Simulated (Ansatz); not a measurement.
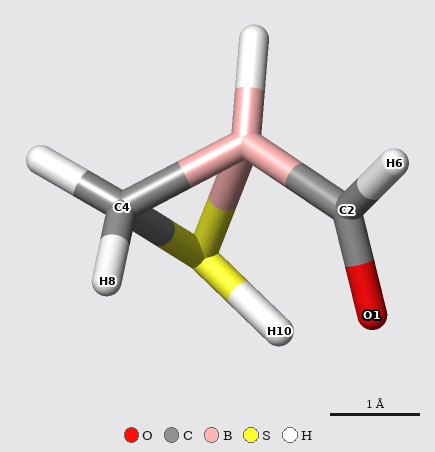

C2H5BOS, before the relaxation. The picture is a stick view, seen at a tilt.

The start comes from PBE-D4/def2-SVP.

All numbers below come from RKS PBE0-D4/def2-TZVP in Ansatz 0.2.0.

Input
```yaml
crystal:
  periodic: [false, false, false]
  atoms:
    - {symbol: O, position_ang: [-1.562679, -0.916056, 0.857237]}
    - {symbol: C, position_ang: [-1.156985, 0.251935, 0.783554]}
    - {symbol: B, position_ang: [0.327152, 0.643219, 0.322670]}
    - {symbol: C, position_ang: [0.695566, 0.044599, -1.094047]}
    - {symbol: S, position_ang: [1.283381, -1.115270, 0.238809]}
    - {symbol: H, position_ang: [-1.905953, 1.069768, 0.996950]}
    - {symbol: H, position_ang: [0.932550, 1.579262, 0.802866]}
    - {symbol: H, position_ang: [-0.058458, -0.435004, -1.741997]}
    - {symbol: H, position_ang: [1.564097, 0.436073, -1.650575]}
    - {symbol: H, position_ang: [-0.035572, -1.609727, 0.487432]}
basis:
  gaussian: {orbitals: def2-TZVP}
hamiltonian: {xc: pbe0, dispersion: d4}
relax: {f_tol: 0.005, max_steps: 150}
```

What does the optimiser find from here?

After 9 accepted moves (12 points after the start) the energy has fallen by 8.14 kJ/mol. Largest force component: 1.3 eV/Å at the start, 0.0022 eV/Å at the end. The line search rejected the trial steps at points 3, 7, 11 of the run. The atom that moves furthest after the best rigid fit is H10 (0.19 Å). Largest moves by element: H 0.19 Å, O 0.11 Å, C 0.04 Å, S 0.04 Å, B 0.03 Å. Among the contacts that change: S5–H10 1.430 → 1.364 Å, C4–S5 1.862 → 1.837 Å, O1–C2 1.239 → 1.217 Å, B3–H7 1.214 → 1.194 Å. Among the angles between lasting bonds that change: B3–S5–H10 81.7° → 87.5°, C2–B3–S5 103.9° → 106.7°, S5–B3–H7 117.1° → 114.3°.

History of the run:

```tsv
step	E − E(0), kJ/mol	largest force component, eV/Å	note
0	0.00	1.2990	
1	-4.99	0.4294	
2	-6.45	0.2876	
3	-6.06	0.5824	rejected
4	-7.40	0.0794	
5	-7.93	0.1408	
6	-8.10	0.0667	
7	-8.09	0.1082	rejected
8	-8.13	0.0251	
9	-8.14	0.0129	
10	-8.14	0.0141	
11	-8.14	0.0150	rejected
12	-8.14	0.0022
```

The structure at the end:

```xyz
10

O    -1.6429   -0.8463    0.8439
C    -1.1872    0.2799    0.7817
B     0.2970    0.6374    0.3159
C     0.6850    0.0403   -1.0766
S     1.3031   -1.0825    0.2400
H    -1.8760    1.1239    1.0148
H     0.9073    1.5436    0.7970
H    -0.0448   -0.4618   -1.7038
H     1.5313    0.4335   -1.6313
H     0.1105   -1.7192    0.4212
```

The end point in the same view:

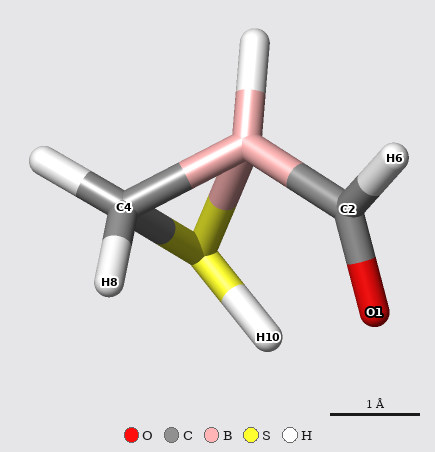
